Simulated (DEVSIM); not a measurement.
Device: Cr/SiO2/n-Si capacitor, at 300 K.

| layer (left to right) | material | thickness (nm) | Nd (cm⁻³) |
|---|---|---|---|
| 1 | SiO2 | 2.40 | - |
| 2 | Si | 620 | 1.7e17 |

Metal gate on the left, work function 4.5 eV. Fixed charge at the semiconductor interface 0 cm⁻² (in units of +e); no interface traps.

The device is made up for the run: typed textbook-type constants, with dimensions and the other settings drawn at random. Values at 300 K.

| parameter | SiO2 | Si |
|---|---|---|
| gap (eV) | 9 | 1.124 |
| affinity (eV) | 0.9 | 4.05 |
| permittivity | 3.9 | 11.7 |
| Nc (cm⁻³) | - | 2.86e19 |
| Nv (cm⁻³) | - | 3.1e19 |

Model (solved in DEVSIM): 1D Poisson equation in equilibrium, Boltzmann statistics, complete ionisation; no quantum confinement or tunnelling. Metal contacts follow the ideal Schottky-Mott rule: no Fermi-level pinning, no interface dipoles.

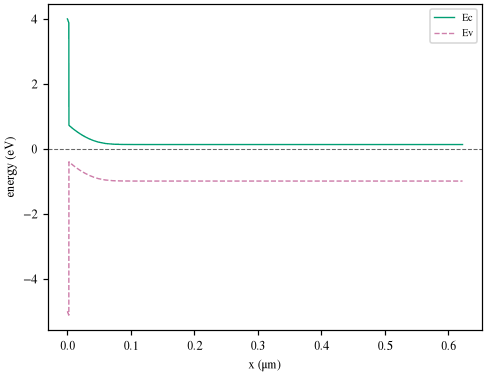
Figure: Band edges at -0.4 V on the gate

Energies count from the Fermi level of the right contact; mesh points crowd at the junctions.

```tsv
x (μm)	Ec (eV)	Ev (eV)	n (cm⁻³)	p (cm⁻³)	field (V/cm)
0.000	4.000	-5.000	< 1e2	< 1e2	-520000
0.0006800	3.965	-5.035	< 1e2	< 1e2	-520000
0.001360	3.929	-5.071	< 1e2	< 1e2	-520000
0.002040	3.894	-5.106	< 1e2	< 1e2	-520000
0.003104	0.714	-0.410	2.9e7	4.0e12	-170000
0.004553	0.690	-0.434	7.4e7	1.6e12	-170000
0.007126	0.647	-0.477	3.8e8	3.1e11	-160000
0.01404	0.543	-0.581	2.2e10	5.3e9	-140000
0.02398	0.415	-0.709	3.1e12	3.7e7	-120000
0.04162	0.251	-0.873	1.8e15	66000	-70000
0.07294	0.142	-0.982	1.2e17	1000	-9400
0.1572	0.133	-0.992	1.7e17	680	≈ 0
0.2781	0.133	-0.992	1.7e17	680	≈ 0
0.4230	0.133	-0.992	1.7e17	680	≈ 0
0.5281	0.133	-0.992	1.7e17	680	≈ 0
0.5698	0.133	-0.992	1.7e17	680	≈ 0
0.5933	0.133	-0.992	1.7e17	680	≈ 0
0.6065	0.133	-0.992	1.7e17	680	≈ 0
0.6157	0.133	-0.992	1.7e17	680	≈ 0
0.6191	0.133	-0.992	1.7e17	680	≈ 0
0.6211	0.133	-0.992	1.7e17	680	≈ 0
0.6224	0.133	-0.992	1.7e17	680	≈ 0
```
